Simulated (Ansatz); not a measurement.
## Electronic structure of BH₅O₂Si···HCl in real space

Input file:

```
crystal:
  periodic: [false, false, false]
  atoms:
    - {symbol: B, position_ang: [-0.737534, 0.171725, 0.420866]}
    - {symbol: Cl, position_ang: [2.241054, 1.965894, -1.555066]}
    - {symbol: O, position_ang: [-1.895096, 0.023130, 1.120823]}
    - {symbol: O, position_ang: [-0.391653, 1.450552, 0.078970]}
    - {symbol: H, position_ang: [1.137613, 1.856792, -0.881523]}
    - {symbol: Si, position_ang: [0.474725, -1.368869, -0.130181]}
    - {symbol: H, position_ang: [-2.105254, -0.885821, 1.343410]}
    - {symbol: H, position_ang: [-1.027618, 2.109091, 0.383567]}
    - {symbol: H, position_ang: [1.830807, -1.222660, 0.459426]}
    - {symbol: H, position_ang: [-0.119958, -2.643599, 0.368594]}
    - {symbol: H, position_ang: [0.592816, -1.456033, -1.608885]}
basis:
  gaussian: {orbitals: def2-TZVPP}
hamiltonian: {xc: pbe0, dispersion: d4}
output: {orbitals: {seedname: orbitals}}
```

Run with:

```sh
ansatz run in.yaml --threads 8 --pin off --events-out ev --progress --plain --max-ram 19148MiB
```

The product side of a reaction path; geometry: PBE0-D4/def2-TZVP; a saddle point, not a minimum.

Method: RKS PBE0-D4/def2-TZVPP in Ansatz 0.2.0.

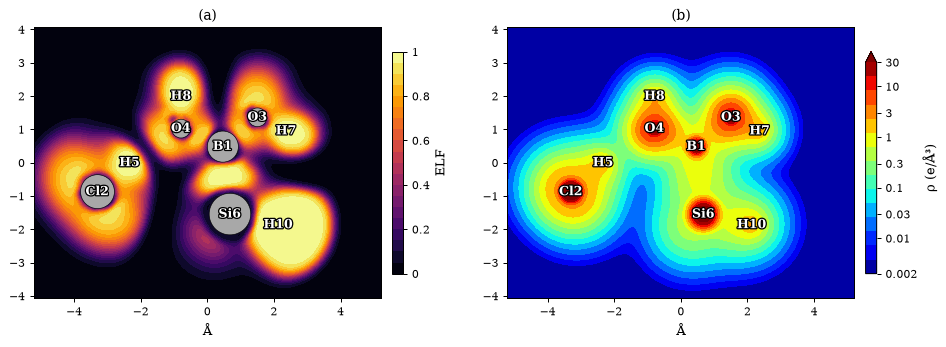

Figure 1. (a) electron localisation function; (b) total electron density on the plane of atoms B1, O4 and H8. Grey discs cover the atomic cores in the ELF map.

What do the fields say about this system?

Atoms in the plane: B, Cl, O, H and Si.
O4···H5 (1.85 Å): the density falls to about 0.22 e/Å³ on the way; the ELF dips to about 0.15 between them.
B–O (1.36 Å): ρ at the midpoint is about 2.1 e/Å³; the ELF peaks at about 0.90 between the atoms, as expected for a short, strongly polar bond.
Si–B (2.04 Å): the density is about 0.79 e/Å³ at the midpoint; the ELF peaks at about 1 between the atoms (a covalent bond).
O–H (0.96 Å): ρ at the midpoint is about 3.9 e/Å³; the ELF climbs to about 1 towards the hydrogen, as it does in any bond to H (a covalent bond by its length).
Cl–H (1.30 Å): ρ at the midpoint is about 2 e/Å³; the ELF climbs to about 1 towards the hydrogen.
The ELF also peaks beside Cl2 and O3, away from the bonds: lone-pair regions.

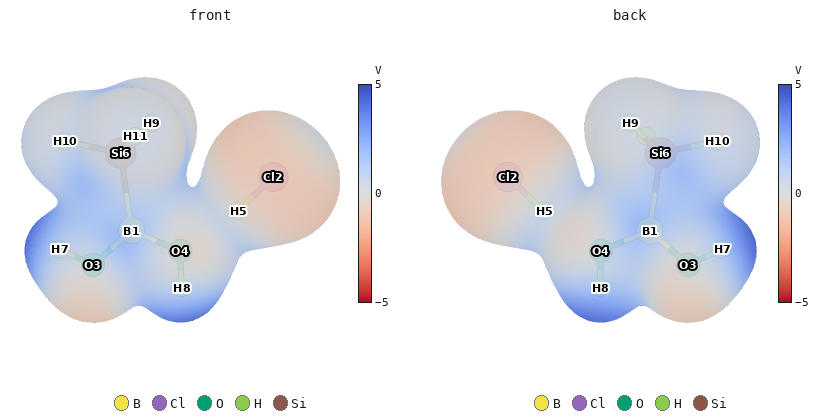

Figure 2. The molecular electrostatic potential painted on the density surface at 0.004 e/bohr³, seen from the front and from behind; the colour scale runs from red (negative) to blue (positive).

Where is the surface potential most negative and most positive?

The most negative region (about −0.9 V, or −21 kcal/mol for a unit charge) lies over Cl2, the most positive (about +3.9 V, or +90 kcal/mol for a unit charge) over H7 and H8. Cl2 shows a σ-hole: about +0.2 V at the tip opposite its bond, against about −0.9 V, or −21 kcal/mol for a unit charge on its flanks.

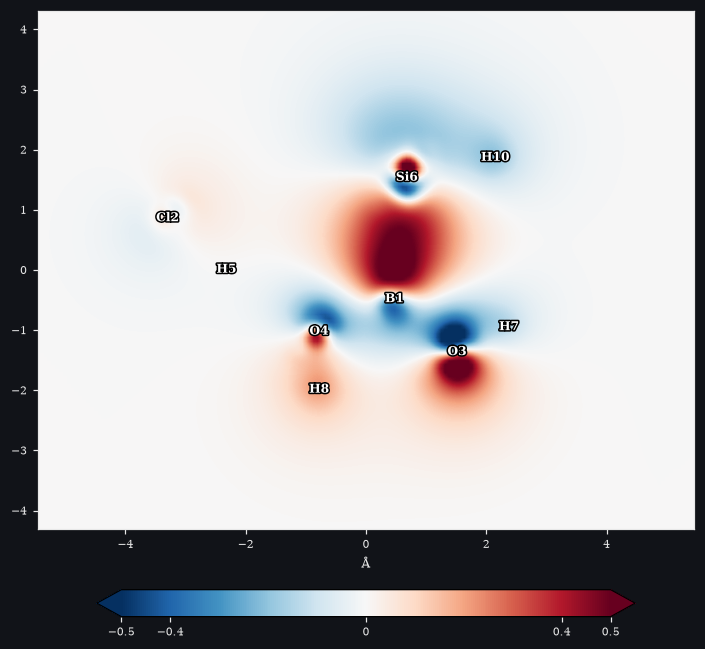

Figure 3. The HOMO on the plane of atoms B1, Si6 and H10 (values in Å⁻³ᐟ²; the overall sign is arbitrary).

Describe this orbital and give its energy.

By Hirshfeld shares it lies mainly on Si6 (about 35 %), B1 (about 30 %) and O3 (about 15 %). Its energy is −8.67 eV.
